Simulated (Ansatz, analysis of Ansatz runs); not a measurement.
# Migration in CsLiBr2 (P4/nmm): Zn_i hop between interstitial places, charge +2, part 2 of 4

Wanted: path and barrier of a jump of Zn in CsLiBr2 (P4/nmm) at charge +2. The case: Zn_i hop between interstitial places, in a cell of 32 host atoms with 1 Zn put in.

Ansatz 0.2.0; plane-wave PAW DFT, PBEsol; nudged elastic band between two relaxed defect structures at fixed charge in a uniform background.

So far: Starting point; Relaxation of the start point, charge +2.

### 2. Relaxation of the start point, charge +2 (continued)

Level of this step: plane-wave PAW DFT, PBEsol; relaxation of all atoms of a defect supercell at fixed charge in a uniform background (Ansatz).

Relaxation path:

```csv
step,energy less that of the first step (eV),largest force component (eV/Å)
1,0.0000,0.9948
2,-1.6283,1.1081
3,-2.7617,0.8641
4,-3.3633,0.2402
5,-3.4335,0.0977
6,-3.4420,0.0416
7,-3.4427,0.0279
8,-3.4434,0.0035
```

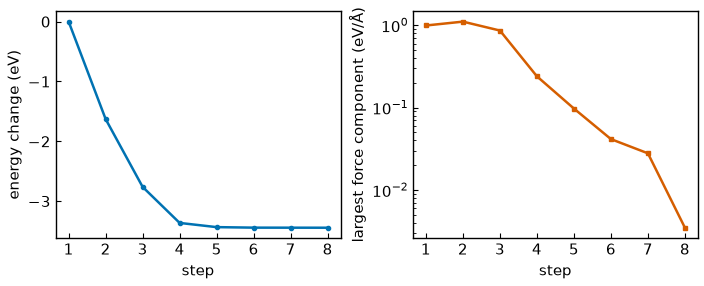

Energy and largest force along the relaxation.

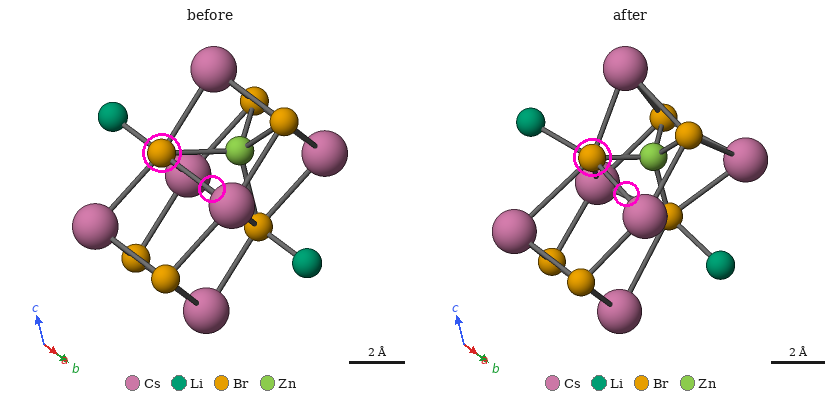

Before and after: the atoms that start within 5 Å of the centre. Br22, which moves most, is ringed if it is among them. A ring with no atom in it marks the middle of the ideal hop.

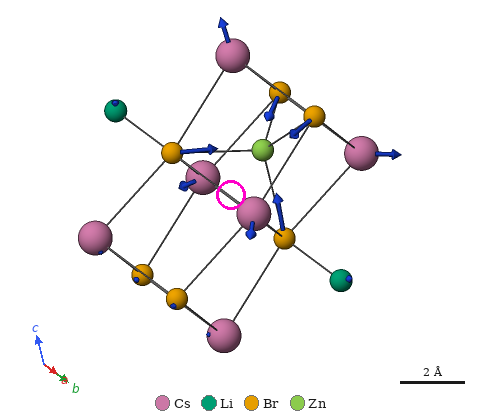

Displacements in the relaxation from the typed sites near the centre, exaggerated, the mean shift taken out; the longest in the cell stands for 0.58 Å. A ring marks the middle of the ideal hop wherever no atom is near it.

The atoms that moved most (Å, from the sites as typed, ahead of the random displacement, the mean shift of all atoms taken out):

```
atom      dx      dy      dz  length
Br22   0.521   0.000   0.266   0.585
Br17   0.000   0.521  -0.266   0.585
Br19  -0.001  -0.521  -0.266   0.585
Br21  -0.520   0.001   0.266   0.585
 Cs1   0.000   0.311  -0.241   0.393
 Cs5  -0.312   0.000   0.238   0.392
 Cs3   0.001  -0.309  -0.241   0.392
 Cs6   0.310   0.000   0.239   0.392
```

The relaxed structure:

```xyz
33
Lattice="-5.1074 5.1074 9.8111 5.1074 -5.1074 9.8111 5.1074 5.1074 -9.8111" Properties=species:S:1:pos:R:3 pbc="T T T"
Cs    0.0010    2.8637    2.6953
Cs    5.1089    2.5973    2.9755
Cs    0.0014    7.3511    2.6950
Cs    0.0008    2.5100   12.7861
Cs    2.2427    5.1065   -2.7029
Cs    2.8646   -0.0009    7.1092
Cs   -2.5972    5.1067    6.8305
Cs    2.5966    5.1065    6.8303
Li    2.4766   -0.0004    0.7435
Li    7.7406   -0.0006    0.7436
Li    2.6311    5.1069    0.8421
Li    2.4788   -0.0001   10.6538
Li    5.1083    2.6317   -0.7442
Li    5.1079   -2.6327    8.9613
Li    0.0008    2.4732    9.0657
Li    5.1079    2.6300    8.9612
Br    5.1077    3.0740   -3.5667
Br    5.1070   -2.6374    6.4961
Br    0.0001    2.0322    6.2446
Br    5.1072    2.6356    6.4961
Br    2.0340    0.0001    3.5620
Br    8.1827   -0.0003    3.5614
Br    2.6359    5.1071    3.3077
Br    2.4740    0.0005   13.1193
Br    0.0010   -0.0015    0.0059
Br    5.1082    0.0003    0.0151
Br    0.0007    5.1077   -0.0028
Br    0.0011   -0.0013    9.8055
Br    2.5742    2.5321   -0.0074
Br    2.5346   -2.5752    9.8049
Br   -2.5317    2.5743    9.8033
Br    2.5332    2.5742    9.8038
Zn    0.0008   -0.0005    4.9028
```

Neighbours of Zn33 at the end:

```csv
atom,distance (Å)
Br21,2.436
Br22,2.436
Br17,2.436
Br19,2.436
Cs6,3.615
Cs3,3.616
Cs5,3.616
Cs1,3.616
```

Read from the output:

```yaml
free_energy: -93436.3640 eV
largest_move_from_the_ideal_geometry_of_this_structure_a_common_shift_of_the_far_atoms_taken_out: 0.5850 Å
```

The relaxation gained 3.443 eV and ended with a largest force component of 0.0035 eV/Å.

### 3. Relaxation of the end point, charge +2

The end point is relaxed in the same cell and settings, so that the two energies compare.

qp2.end/input.yaml

```yaml
crystal:
  lattice:
    - [-5.10743539, 5.10743539, 9.811082]
    - [5.10743539, -5.10743539, 9.811082]
    - [5.10743539, 5.10743539, -9.811082]
  atoms:
    - { symbol: Cs, position: [0.39975685, 0.14975685, 0.25] }
    - { symbol: Cs, position: [0.39975685, 0.64975685, 0.75] }
    - { symbol: Cs, position: [0.89975685, 0.14975685, 0.75] }
[... 1 atom line left out ...]
    - { symbol: Cs, position: [0.35024315, 0.10024315, 0.75] }
    - { symbol: Cs, position: [0.35024315, 0.60024315, 0.25] }
[... 6 atom lines left out ...]
    - { symbol: Li, position: [0.20805731, 0.45805731, 0.75] }
[... 3 atom lines left out ...]
    - { symbol: Br, position: [0.08191716, 0.33191716, 0.75] }
    - { symbol: Br, position: [0.08191716, 0.83191716, 0.25] }
    - { symbol: Br, position: [0.58191716, 0.33191716, 0.25] }
[... 1 atom line left out ...]
    - { symbol: Br, position: [0.16808284, 0.41808284, 0.25] }
    - { symbol: Br, position: [0.16808284, 0.91808284, 0.75] }
[... 1 atom line left out ...]
    - { symbol: Br, position: [0.66808284, 0.91808284, 0.25] }
[... 8 atom lines left out ...]
    - { symbol: Zn, position: [0.0293, 0.0085, -0.4792] }
total_charge: 2
basis:
  ecutwfc: 420
  xc_grid: 2
hamiltonian:
  xc: pbesol
kpoints:
  mp_grid: { grid: [1, 1, 1], shift: [0.25, 0.25, 0.25] }
scf:
  occupations: { method: fermi_dirac, width: 0.01 }
  max_iter: 100
output:
  forces: true
relax:
  f_tol: 0.02
  max_steps: 70
  random_displacement: { amplitude: 0.03, seed: 5249 }
```

Command:

```console
> ansatz run input.yaml --threads 4 --pin off --max-ram 7536MiB --backend cpu --events-out ev --progress --plain --runs-dir out
```

Numbers of over 12 decimals in the logs are rounded to 6 here.

What it wrote:

```text
[...]
Crystal: 33 atoms, lattice volume = 1023.723 Å³
Basis set: ecut = 420 eV, 20049 PW (Γ), exchange–correlation on 180×180×180 points (8 copies of the dense FFT grid, shifted against one another)
Bands: 142, of which v1, the nominal top of the filled ones, is band 109 counted from 1 (108 counted from 0)
Symmetry: 1 space group operations
k-points: 1
[...]
SCF iter   1: F=—  HF=-93434.693733 eV  |F-HF|=—  |Δ(HF+E_count)|=         —  Δρ=1.34e-2  dr2=4.67e0  ethr=1.77e-3  ⟨swp⟩=11.0  Hψ=757  notcnv=0  defer=4
[...]
SCF iter  14: F=-93432.967481 eV  HF=-93432.967485 eV  |F-HF|=4.00e-6  |Δ(HF+E_count)|=   6.45e-5  Δρ=1.27e-5  dr2=4.61e-6  ethr=4.59e-9  ⟨swp⟩=3.0  Hψ=502  notcnv=0
SCF 1 converged in 14 iterations: F = -93432.967481 eV  dr2 = 4.61e-6
[...]
- { symbol: Li, position: [0.536625, 0.293137, 0.743561] }
    - { symbol: Li, position: [0.547076, 0.788649, 0.258707] }
    - { symbol: Li, position: [0.212993, 0.455068, 0.743088] }
    - { symbol: Li, position: [0.213090, 0.969984, 0.257969] }
    - { symbol: Li, position: [0.707270, 0.464008, 0.257619] }
    - { symbol: Li, position: [0.707353, 0.949633, 0.743333] }
    - { symbol: Br, position: [0.068962, 0.267531, 0.699250] }
    - { symbol: Br, position: [0.068960, 0.869755, 0.301548] }
    - { symbol: Br, position: [0.581473, 0.339502, 0.258126] }
    - { symbol: Br, position: [0.581514, 0.823398, 0.741976] }
    - { symbol: Br, position: [0.177621, 0.418747, 0.259175] }
    - { symbol: Br, position: [0.131267, 0.931740, 0.699776] }
    - { symbol: Br, position: [0.661451, 0.418923, 0.742890] }
    - { symbol: Br, position: [0.733390, 0.931556, 0.302060] }
[...]
- { symbol: Br, position: [0.250576, 0.249872, 0.500712] }
    - { symbol: Br, position: [0.252306, 0.751736, 0.000642] }
    - { symbol: Br, position: [0.750669, 0.250167, 0.000900] }
    - { symbol: Br, position: [0.751066, 0.750261, 0.500745] }
    - { symbol: Zn, position: [0.000830, 0.000135, -0.499200] }
[key lines of the parts left out:]
SCF converged after 7 iterations
Free energy (F): -93436.363789 eV
Fermi energy:    4.338184 eV
```

The job ended after 26 s (4 threads of Intel Xeon 6975P-C (Granite Rapids), shared host; peak memory 1.5 GiB; 95 s of CPU time).

Relaxation path:

| step | energy less that of the first step (eV) | largest force component (eV/Å) |
| --- | --- | --- |
| 1 | 0.0000 | 1.1193 |
| 2 | -1.5771 | 1.1704 |
| 3 | -2.6303 | 0.8497 |
| 4 | -3.2480 | 0.4514 |
| 5 | -3.3503 | 0.4438 |
| 6 | -3.3192 | 0.2006 |
| 7 | -3.3939 | 0.0278 |
| 8 | -3.3963 | 0.0124 |

Relaxation step 6 was tried and not accepted.

The atoms that moved most (Å, from the sites as typed, ahead of the random displacement, the mean shift of all atoms taken out):

```csv
atom,dx,dy,dz,length
Br24,0.000,0.531,0.265,0.594
Br17,-0.523,0.004,-0.258,0.583
Br18,0.522,0.004,-0.259,0.583
Br22,0.001,-0.514,0.268,0.580
Cs5,-0.001,0.314,0.248,0.400
Cs3,0.311,0.010,-0.239,0.392
Cs4,-0.309,0.011,-0.240,0.391
Cs7,-0.001,-0.306,0.242,0.391
```

Neighbours of Zn33 at the end:

| atom | distance (Å) |
| --- | --- |
| Br22 | 2.436 |
| Br18 | 2.436 |
| Br17 | 2.436 |
| Br24 | 2.437 |
| Cs5 | 3.614 |
| Cs4 | 3.617 |
| Cs7 | 3.618 |
| Cs3 | 3.618 |

Read from the output:

```
free energy                                                                                       : -93436.3638 eV
largest move from the ideal geometry of this structure, a common shift of the far atoms taken out : 0.5858 Å
```

The relaxation gained 3.396 eV and ended with a largest force component of 0.012 eV/Å. The end lies within 1 meV of the start.

(Part 2 of 4 ends here.)

[Logs are printed without paths, hosts, clocks, repeated set-up lines and the standing remarks that a program may print on its own settings, such as how far it seeks lower states.]

[Hosts, paths, dates, database ids (printed as entryN), source tags and the programs' standing remarks are cut or masked in the printed files.]
